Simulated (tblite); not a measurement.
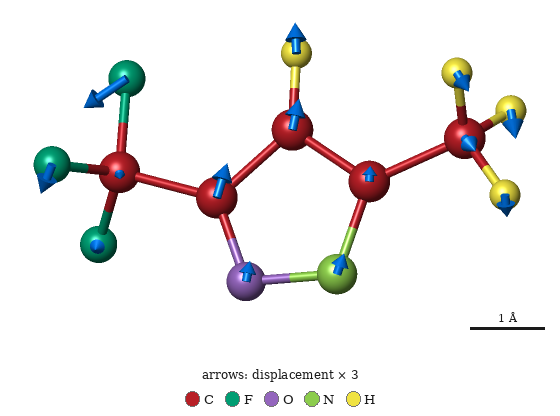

A relaxation of C5H4F3NO. The starting structure is drawn; blue arrows show the displacements, magnified 3 times. The two geometries are superimposed by the best rigid fit.

Style: ball-and-stick. Shown at a tilt.

Method: tblite, GFN2-xTB geometry optimisation, gas phase. 

**Which element moves most?**

Fluorine: up to 0.25 Å, against 0.17 Å for carbon.

**Describe the change and its energy.**

Over 33 geometry steps the energy falls by 14.5 kcal/mol. The atom that moves furthest after the best rigid fit is an F atom (0.25 Å). By element the largest moves are F 0.25 Å, C 0.17 Å, H 0.14 Å, N 0.10 Å, O 0.09 Å. Some distances before and after: C–O 1.285 → 1.342 Å, C–F 1.392 → 1.340 Å, C–H 1.133 → 1.085 Å, C–F 1.367 → 1.336 Å. Bond angles that change, for instance: C–C–O 128.5° → 119.0°, C–C–C 123.2° → 131.1°, F–C–F 114.3° → 106.9°.
